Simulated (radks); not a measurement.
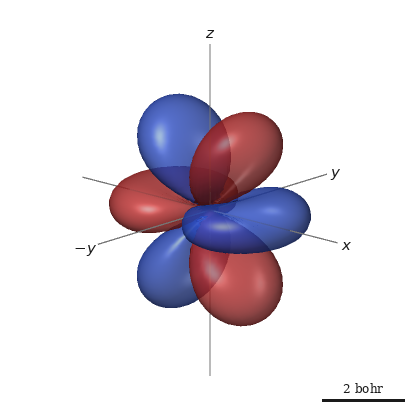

Figure 1. The 4f(xz²) orbital. The radial function comes from the spherical calculation and is multiplied by a real spherical harmonic; the overall sign is chosen so that the largest lobe of P(r) is positive; at the scalar-relativistic level it is the large component. The surface of constant |ψ| that holds about 90 % of the electron is drawn, red where ψ is positive and blue where it is negative. It has the nodal plane yz and two cones about z and no radial node. The maximum of P² lies at 0.725 bohr, ⟨r⟩ = 1.33 bohr, 90 % of the charge lies within 2.44 bohr, and the eigenvalue is −0.180 eV, with 2 electrons in the shell.

Atomic calculation, with input and output: Ce

The neutral cerium atom in the configuration [Xe] 4f2 6s2. Computed at this level: scalar-relativistic Kohn-Sham, SCAN, spin-unpolarised, spherical densities, finite nucleus (the in-house radial solver radks).

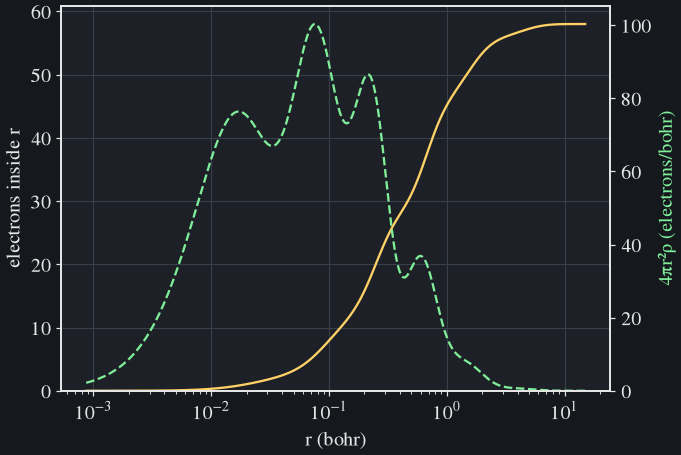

Figure 2. The number of electrons inside radius r (solid) and the radial density 4πr²ρ (dashed). The count levels off at 58 electrons. Half of them lie within 0.435 bohr, 90 % within 1.78 bohr and 99 % within 5.39 bohr. The radial density has minima at 0.0331, 0.141 and 0.435 bohr, where the count stands at 2.0, 11.1 and 29.0; these part the shells that the density resolves.

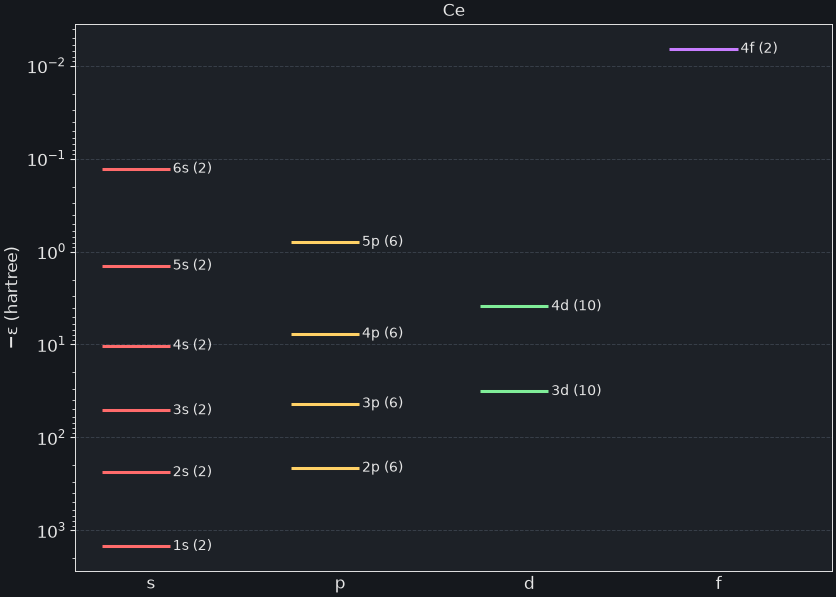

Figure 3. All occupied levels, on a logarithmic scale of binding energy, are drawn by angular momentum (occupations in brackets). The highest occupied level is 4f at −0.00661 hartree. The highest 4 occupied levels, from the top down, are 4f (−0.00661 hartree), 6s (−0.129 hartree), 5p (−0.792 hartree), 5s (−1.43 hartree).

These pictures come from the run below.

### Input file
```
Z 58
configuration [Xe] 4f2 6s2
relativity scalar-relativistic
functional scan,scan
spin unpolarised
nucleus finite rms 4.8771 fm
c 137.035999084
```

Energies in input and log are in hartree, lengths in bohr (the nuclear radius in fm).

### Log
```
1s      1   2.0000       -1481.97706404
2s      1   2.0000        -237.82598913
2p      1   6.0000        -212.83118462
3s      1   2.0000         -51.30578824
3p      1   6.0000         -43.29329957
3d      1  10.0000         -31.94037144
4s      1   2.0000         -10.30271964
4p      1   6.0000          -7.67864733
4d      1  10.0000          -3.89968292
4f      1   2.0000          -0.00660562
5s      1   2.0000          -1.42519002
5p      1   6.0000          -0.79153666
6s      1   2.0000          -0.12897855
Etot -8861.5974402642
Ekin 9392.052851311732
Encl -21475.03254784392
Eh 3431.966621291168
Exc -210.5843650231824
err 2.586445439945068e-06
it 48
```

### Orbitals

| orbital | occupation | energy (eV) | ⟨r⟩ (bohr) | outer maximum (bohr) |
| --- | --- | --- | --- | --- |
| 1s | 2 | −40326.7 | 0.02457 | 0.0157 |
| 2s | 2 | −6471.6 | 0.1052 | 0.0890 |
| 2p | 6 | −5791.4 | 0.09236 | 0.0717 |
| 3s | 2 | −1396.1 | 0.2780 | 0.254 |
| 3p | 6 | −1178.1 | 0.2763 | 0.249 |
| 3d | 10 | −869.142 | 0.2536 | 0.205 |
| 4s | 2 | −280.351 | 0.6387 | 0.594 |
| 4p | 6 | −208.947 | 0.6768 | 0.620 |
| 4d | 10 | −106.116 | 0.7499 | 0.654 |
| 5s | 2 | −38.781 | 1.549 | 1.39 |
| 5p | 6 | −21.539 | 1.806 | 1.57 |
| 6s | 2 | −3.510 | 4.627 | 3.94 |
| 4f | 2 | −0.180 | 1.335 | 0.725 |

### Slater integrals of the outer shells (hartree)

```csv
integral,value
"F0(4f,4f)",0.7401
"F2(4f,4f)",0.3273
"F4(4f,4f)",0.2012
"F6(4f,4f)",0.1436
"F0(4f,6s)",0.2490
"G3(4f,6s)",0.0141
"F0(4f,5p)",0.5594
"F2(4f,5p)",0.2160
```

### Results in brief

```
                       quantity                      value
                        outcome                  converged
                   total energy         −8861.5974 hartree
                 kinetic energy          9392.0529 hartree
        electron–nucleus energy        −21475.0325 hartree
                 Hartree energy          3431.9666 hartree
    exchange–correlation energy        −210.584365 hartree
radius at density 0.001 e/bohr³                  5.48 bohr
                 SCF iterations                         48
                       hardware  1 CPU thread, shared host
```
